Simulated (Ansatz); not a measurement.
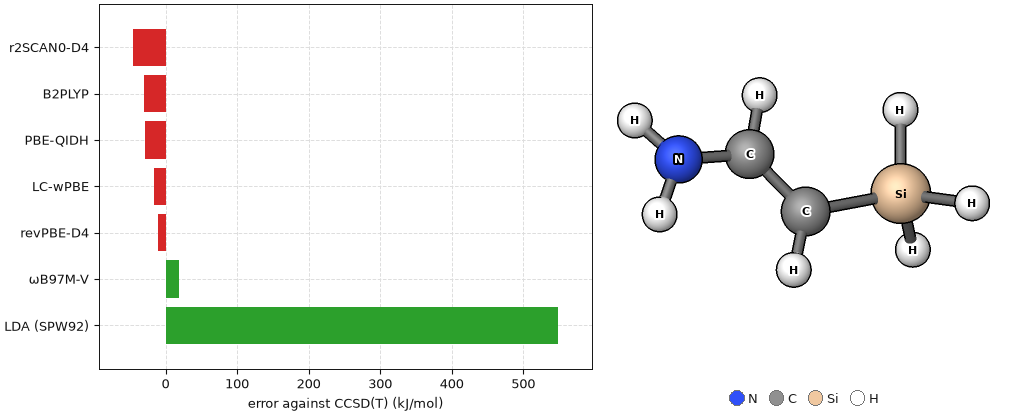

Error in the electronic atomisation energy (method less reference, so positive means overbinding) of C₂H₇NSi (enamine tautomer), SMILES N/C=C/[SiH3]: functionals in def2-TZVPP against frozen-core CCSD(T) at the limit (MP2 extrapolated from triple and quadruple zeta, plus CCSD(T) less MP2 in a smaller set), which gives 3973.5 kJ/mol, at a PBE0-D4/def2-TZVP geometry (a minimum by its frequencies), no zero-point or spin-orbit term, the Ansatz code. The reference leaves out core correlation, a term that grows with the number of heavy atoms. B2PLYP and PBE-QIDH hold a correlation term that converges slowly with the basis, so part of the distance to the limit is basis error. No dispersion term is added to B2PLYP, PBE-QIDH and LC-wPBE.

**What range do the values span?**

From −45.9 kJ/mol (r2SCAN0-D4) to 549.0 kJ/mol (LDA (SPW92)).

**Give the values.**

```csv
level,kJ/mol
r2SCAN0-D4,−45.9
B2PLYP,−30.2
PBE-QIDH,−28.7
LC-wPBE,−16.1
revPBE-D4,−10.7
ωB97M-V,18.9
LDA (SPW92),549.0
```
